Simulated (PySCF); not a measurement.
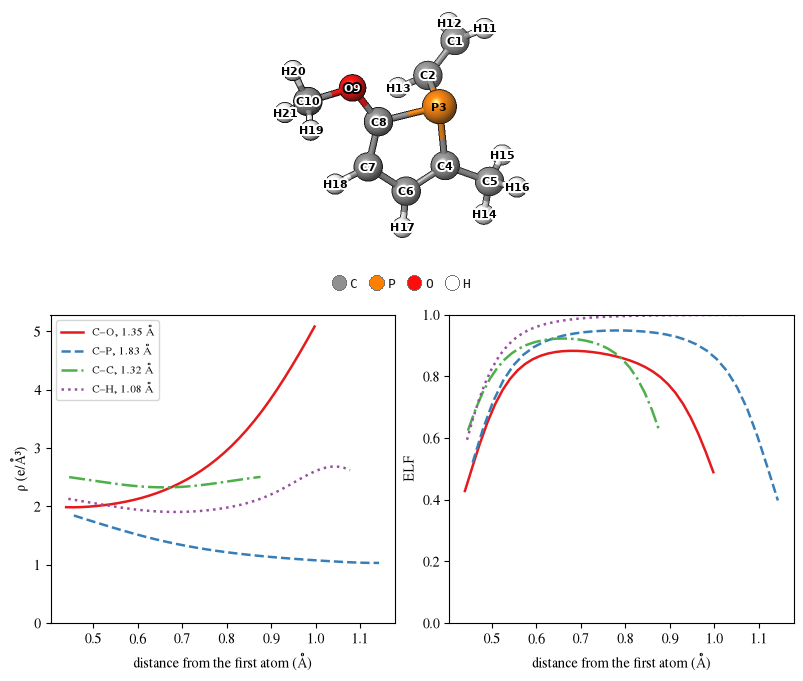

Figure 1: C8H11OP (SMILES C=Cp1c(C)ccc1OC). Total electron density and ELF along straight lines between neighbouring atoms. The curves leave out the atomic cores. The structure is drawn too.

Geometry: GFN2-xTB.

Method: PySCF, PBE0/pcSseg-1, SCF density, gas phase, non-relativistic.

```xyz
21

C    -1.9850    2.5008   -0.0910
C    -1.0622    1.5943    0.1850
P    -0.7308    0.1813   -0.9270
C    -1.0644   -1.1396    0.2993
C    -2.4510   -1.5745    0.6330
C     0.0833   -1.6708    0.7553
C     1.2922   -1.0536    0.2669
C     1.0535   -0.0217   -0.5664
O     1.9109    0.7953   -1.2204
C     3.2848    0.5260   -1.0666
H    -2.5655    2.4578   -0.9981
H    -2.1967    3.3227    0.5752
H    -0.4751    1.6365    1.0947
H    -2.4504   -2.2190    1.5099
H    -3.0855   -0.7100    0.8267
H    -2.8873   -2.1260   -0.2004
H     0.1254   -2.4940    1.4526
H     2.2647   -1.3940    0.5825
H     3.5261   -0.4879   -1.4016
H     3.8085    1.2509   -1.6871
H     3.5957    0.6422   -0.0232
```

> What kind of bonding do the profiles show?

C–O (1.35 Å): the density is about 2.3 e/Å³ at the midpoint, with its minimum of 2 e/Å³ about 0.5 Å from C; the ELF peaks at about 0.90 between the atoms (a polar covalent bond).
C–P (1.83 Å): the density is about 1.1 e/Å³ at the midpoint; the ELF peaks at about 0.95 between the atoms (a shared electron pair).
C–C (1.32 Å): the density is about 2.3 e/Å³ at the midpoint; the ELF peaks at about 0.90 between the atoms (a multiple bond).
C–H (1.08 Å): the density is about 2 e/Å³ at the midpoint; the ELF climbs to about 1 towards the hydrogen, as it does in any bond to H; an ordinary covalent bond to hydrogen.
